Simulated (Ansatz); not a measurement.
Al2H4O5

Input file:

```
crystal:
  periodic: [false, false, false]
  atoms:
    - {symbol: Al, position_ang: [0.377478, 1.342882, 0.713026]}
    - {symbol: O, position_ang: [1.243805, 1.563327, 2.155605]}
    - {symbol: O, position_ang: [-0.160809, 2.719429, -0.117446]}
    - {symbol: O, position_ang: [0.031693, -0.178267, 0.073830]}
    - {symbol: Al, position_ang: [-0.452737, -1.519326, -0.838079]}
    - {symbol: O, position_ang: [-1.757393, -2.499047, -0.381279]}
    - {symbol: O, position_ang: [0.350057, -2.005085, -2.248260]}
    - {symbol: H, position_ang: [1.589319, 0.854123, 2.698509]}
    - {symbol: H, position_ang: [-0.001530, 3.609926, 0.198515]}
    - {symbol: H, position_ang: [-2.300866, -2.354135, 0.392909]}
    - {symbol: H, position_ang: [1.080984, -1.533838, -2.647329]}
basis:
  gaussian: {orbitals: def2-TZVP, initial_orbitals: start.molden}
hamiltonian: {xc: pbe0, dispersion: d4}
scf: {omitted_lower_state_checks: [starts]}
output: {orbitals: {seedname: orbitals}}
```

Command:

```sh
ansatz run in.yaml --threads 4 --pin off --events-out ev --progress --plain --max-ram 4787MiB
```

Geometry: PBE0-D4/def2-SVP.

Method: Ansatz 0.2.0, RKS PBE0-D4/def2-TZVP.

What can the converged electron density and electron localisation function tell about the bonding?

Al–O (1.69 Å): the density is about 0.91 e/Å³ at the midpoint; the ELF peaks at about 0.85 in the valence shell of O, 0.6 Å from its nucleus, and is about 0.40 at the midpoint.
O–H (0.96 Å): the density is about 3.8 e/Å³ at the midpoint; the ELF climbs to about 1 towards the hydrogen, as it does in any bond to H; a covalent bond by its length.

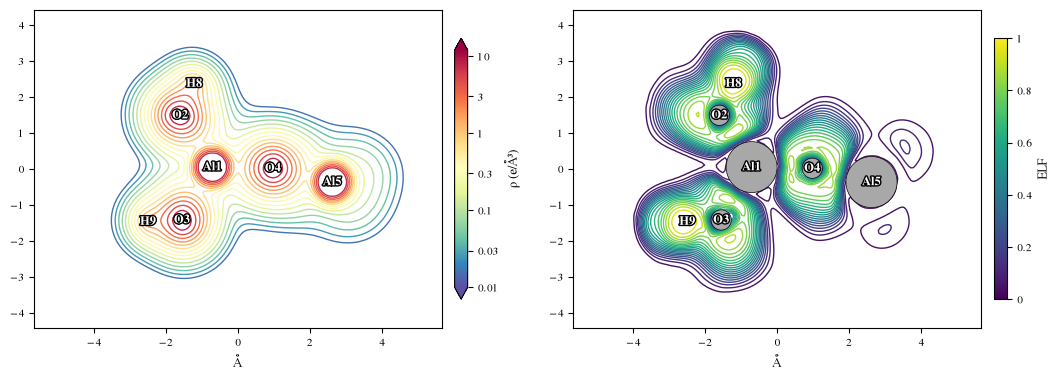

Computed electron density and electron localisation function on the plane of atoms O2, Al1 and O3, in this order. Grey discs cover the atomic cores in the ELF map. 
